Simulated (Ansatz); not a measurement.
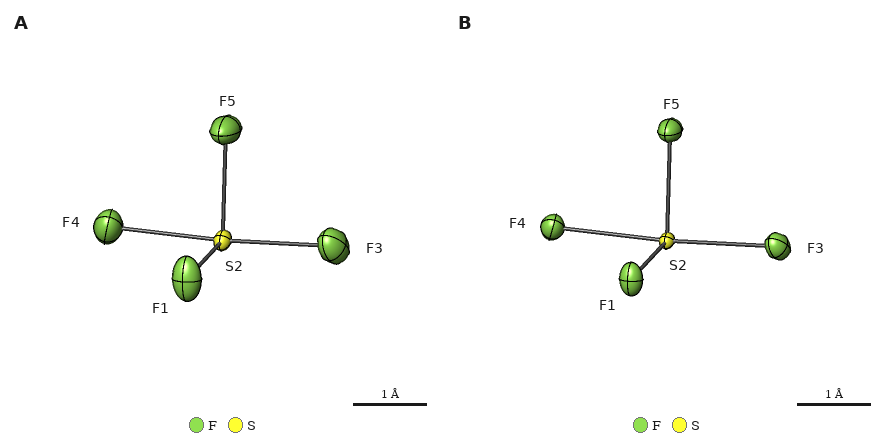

Displacement ellipsoids at the 50 % level, scaled by 3, from the internal vibrations of the free molecule (harmonic, no overall translation or rotation; no half-axis is drawn under 0.075 Å). Vibrations computed with RKS PBE0-D4/def2-TZVP (Ansatz 0.2.0). One panel is for 298 K, the other for 600 K.

**Which panel is for 600 K?**

A.

**How much does the mean-square displacement of F1 grow, and why?**

U_eq goes from 0.0017 to 0.0028 Å², a factor of 1.7. Modes below kT (417 cm⁻¹ at 600 K) grow about in proportion to T, and the lowest lies at 225 cm⁻¹; the mean-square amplitude of a mode is its zero-point value times coth(ħω/2kT), which comes close to 1 only above about 3kT.
